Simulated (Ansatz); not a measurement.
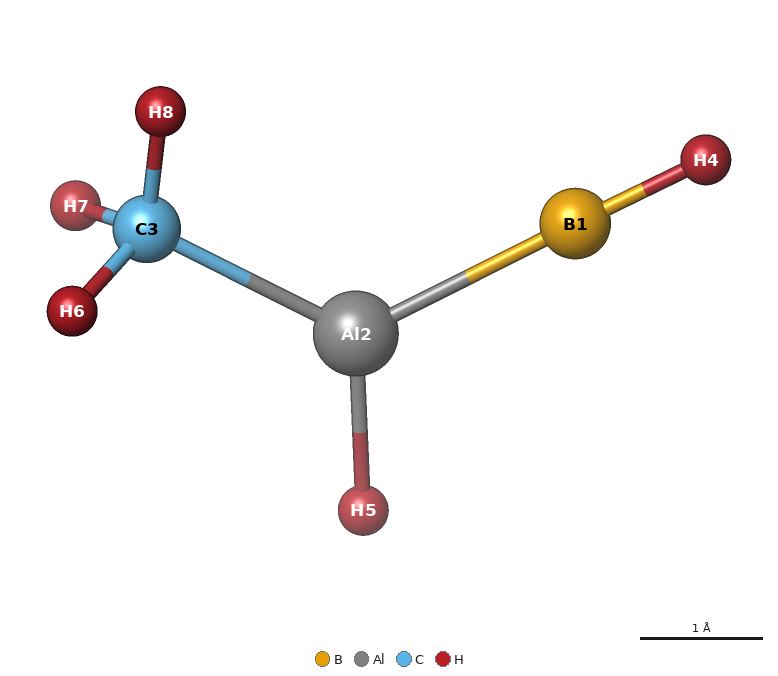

Orthographic view. Distant atoms are faded towards the background colour. Charge 0, doublet. Computed geometry: PBE-D4/def2-SVP optimisation. No frequency run is at hand to confirm it as a minimum.

Give the geometry as a Z-matrix, atoms in numerical order, with these reference atoms: 2 to 1; 3 to 2, 1; 4 to 1, 3, 2; 5 to 2, 3, 1; 6 to 3, 2, 5; 7 to 3, 6, 2; 8 to 3, 6, 7.

```
B  
Al   1   2.048
C    2   1.975   1   122.3
H    1   1.212   3   152.4   2   180.0
H    2   1.607   3   121.7   1  -179.6
H    3   1.111   2   110.2   5    54.0
H    3   1.111   6   106.7   2   119.3
H    3   1.108   6   108.1   7   115.8
```
